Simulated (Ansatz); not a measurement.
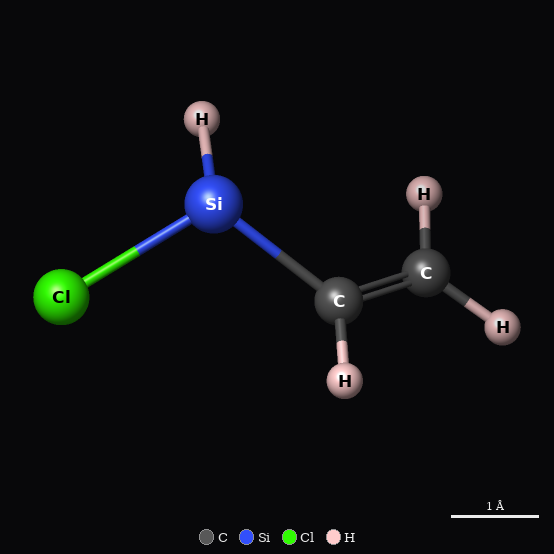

The picture shows a molecular structure as a ball-and-stick model.

State: neutral, doublet. The computed structure is the end point of a PBE0-D4/def2-TZVP optimisation.

Description:

Formula C2H4ClSi. SMILES: `C=C[SiH]Cl`. It has no ring. Among its groups: alkene, Si–H bond. The point group is C1. It is an open-shell species. Coordination: 2 C trigonal planar; 1 Si trigonal pyramidal.

More results for the same structure follow; atom numbers are the same in all pictures, views and colours differ.

### Electronic properties

Properties computed with UKS PBE0-D4/def2-SVP (Ansatz 0.2.0).

What does the calculation give?

- HOMO energy (Kohn–Sham orbital): −5.93 eV
- ⟨S²⟩ of the determinant: 0.757
- dispersion correction: −15.3 kJ/mol

### Charges

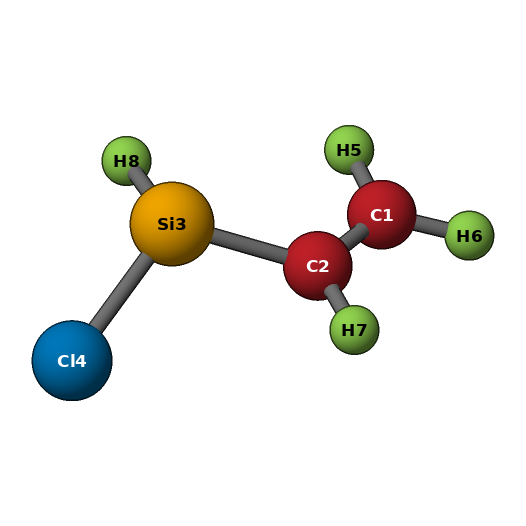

The questions are on Mulliken charges. Method: UKS r2SCAN-D4/def2-TZVPP (Ansatz 0.2.0).

Which atom carries the highest charge (most positive or least negative)?

Si3 (0.40 e).

And the lowest?

Cl4 (−0.25 e).

Give the Mulliken charges atom by atom.

| atom | value (e) |
| --- | --- |
| C1 | −0.12 |
| C2 | −0.20 |
| Si3 | 0.40 |
| Cl4 | −0.25 |
| H5 | 0.08 |
| H6 | 0.09 |
| H7 | 0.08 |
| H8 | −0.07 |

### Vibrations

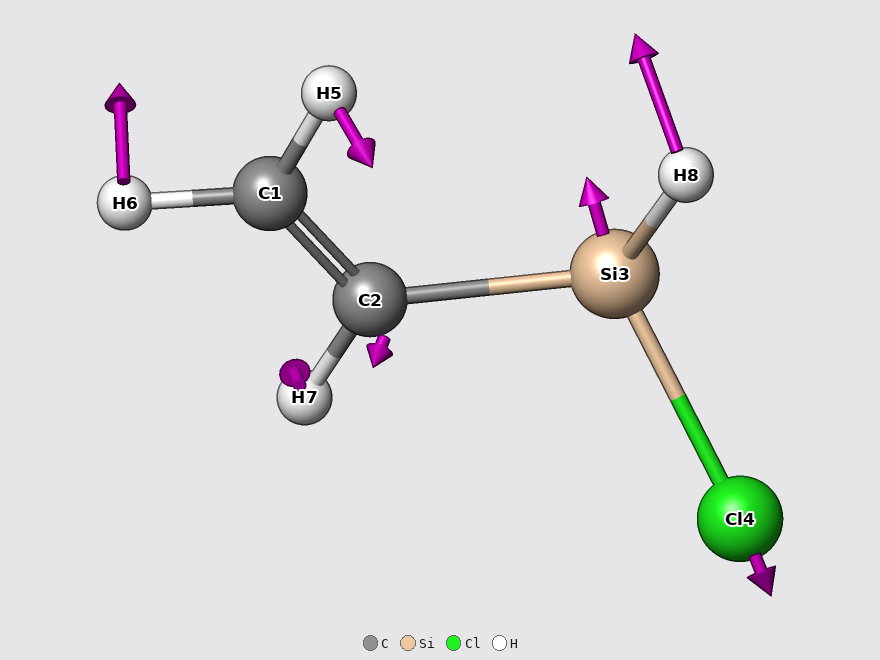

The arrows show one normal mode. Harmonic vibrations computed with UKS PBE0-D4/def2-TZVP (Ansatz 0.2.0) at a stationary point of the same level.

At what wavenumber does it lie?

550 cm⁻¹; it is mode 5 of 18 counted from the lowest.

Mulliken values depend strongly on the basis set and can even reverse the polarity of a bond.
